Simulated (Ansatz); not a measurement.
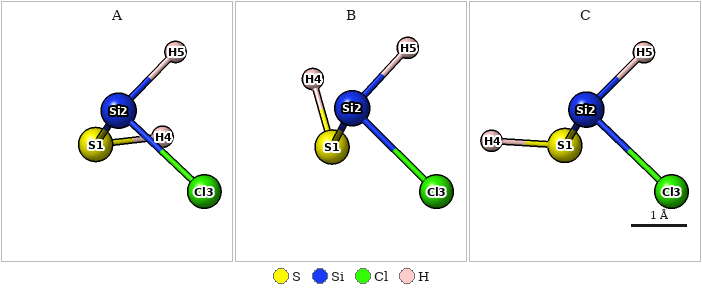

3 geometries from a converged minimum-energy path of SiH$_{2}$SCl (charge −1), shuffled. The picture is a ball-and-stick view, seen from a free direction.

Method: RKS PBE-D4/def2-SVP (Ansatz). Run with 5 movable images; climbing image; force threshold 0.03 eV/Å; iteration limit 60; starting path through a guess of the saddle point.

> Which of them lies highest in energy?

B. In order along the path, whose images run from 0 to 6: C (image 1, +1.92 kcal/mol), B (image 3, +5.39 kcal/mol), A (image 6, +1.17 kcal/mol). The motion is a rotation about the S1–Si2 bond by about 205°. No bond forms or breaks between the ends. Among the angles between lasting bonds that change up to the highest image: S1–Si2–Cl3 102.8° → 96.1°, S1–Si2–H5 87.9° → 93.4°.

Limits of the set-up: the basis has no diffuse functions, which an anion needs.
